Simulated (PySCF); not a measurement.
Bond stretch in H2S, SMILES S. The S1–H3 bond (S1 also carries H; H3 carries nothing else) is varied alone, starting from the PBE0/def2-TZVP optimised geometry.

```
3

S      0.0000     0.0000     0.0000
H      0.0000     1.3402    -0.0543
H      0.0000     0.0000     1.3413
```

Methods: UKS-B3LYP/6-31G* = unrestricted B3LYP/6-31G*, spherical d (PySCF); UCCSD(T) = CCSD(T) on UHF/cc-pVDZ, 5 core orbitals frozen in PySCF 2.14.0; RMP2/6-31G* = PySCF 2.14.0 with restricted MP2 (frozen core)/6-31G*, spherical d; UCCSD = CCSD on UHF/cc-pVDZ, 5 core orbitals frozen in PySCF; RKS-TPSSh = PySCF with restricted TPSSh/cc-pVDZ.

Energies are in kcal/mol, each relative to the lowest point of its own curve near equilibrium.

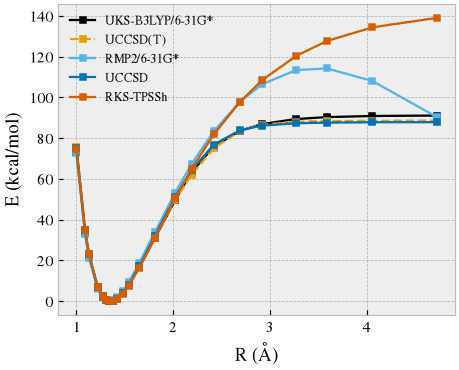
Fig. 1. Energy against bond length for each method.

```csv
R / Å,UKS-B3LYP/6-31G*,UCCSD(T),RMP2/6-31G*,UCCSD,RKS-TPSSh
1.00,73.4,75.5,72.9,75.3,74.7
1.09,33.4,34.9,32.7,34.7,34.7
1.13,22.0,23.2,21.3,23.0,23.1
1.22,6.4,6.9,5.8,6.8,7.0
1.27,2.2,2.4,1.8,2.4,2.5
1.31,0.5,0.6,0.3,0.5,0.6
1.34,0.0,0.0,0.0,0.0,0.0
1.38,0.2,0.2,0.5,0.2,0.1
1.42,1.3,1.2,1.8,1.3,1.1
1.48,4.1,4.0,5.0,4.1,3.7
1.54,7.9,7.9,9.3,8.1,7.5
1.65,16.5,16.7,18.7,17.1,16.3
1.81,30.8,31.1,33.8,31.8,30.9
2.02,49.5,49.5,53.1,51.1,50.4
2.19,63.3,62.0,67.2,64.3,64.8
2.42,75.8,75.1,83.4,76.8,81.8
2.69,83.6,83.7,97.9,83.9,97.8
2.92,86.9,86.6,106.4,86.1,108.4
3.27,89.4,87.9,113.4,87.3,120.3
3.59,90.3,88.3,114.2,87.6,127.7
4.06,90.9,88.5,108.0,87.8,134.4
4.73,91.1,88.5,90.2,87.8,139.0
```

At the longest distance, 4.73 Å, RKS-TPSSh lies highest above its minimum (139.0 kcal/mol) and UCCSD lowest (87.8 kcal/mol).

The RMP2/6-31G* curve passes through a maximum at 3.59 Å and then falls by 24.0 kcal/mol up to the last usable point.

The unrestricted determinant behind UKS-B3LYP/6-31G* is spin-contaminated at 2.19 to 4.73 Å (<S²> up to 1.0, against 0.00 for a pure singlet). The unrestricted determinant behind UCCSD(T), UCCSD is spin-contaminated at 1.81 to 4.73 Å (<S²> up to 1.0, against 0.00 for a pure singlet). The restricted form behind RMP2/6-31G*, RKS-TPSSh keeps the bonding electrons paired and can't separate into open-shell fragments.
